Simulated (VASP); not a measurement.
Band structure of Mg$_{3}$Sb$_{2}$ (space group P-3m1). Level of theory: PBEsol GGA, VASP's PBE PAW potentials (set 64) (plane waves; VASP).

Unless said otherwise, spin-orbit coupling is left out, though it shifts the bands of the heavy elements here.

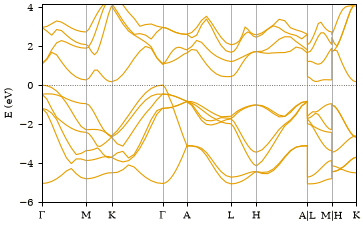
*Bands along high-symmetry lines, zero at the valence-band maximum or, without a gap, the Fermi level*

Question: Read the plot: is there a gap, and where are the band edges?

Answer: The gap is indirect, 0.17 eV, from the valence maximum at Γ to the conduction minimum at K. (Edges off the drawn lines would not show.)

The structure comes from a measured Mg3Sb2 entry (P-3m1) of the Crystallography Open Database, whose conditions weren't checked. It was relaxed first.
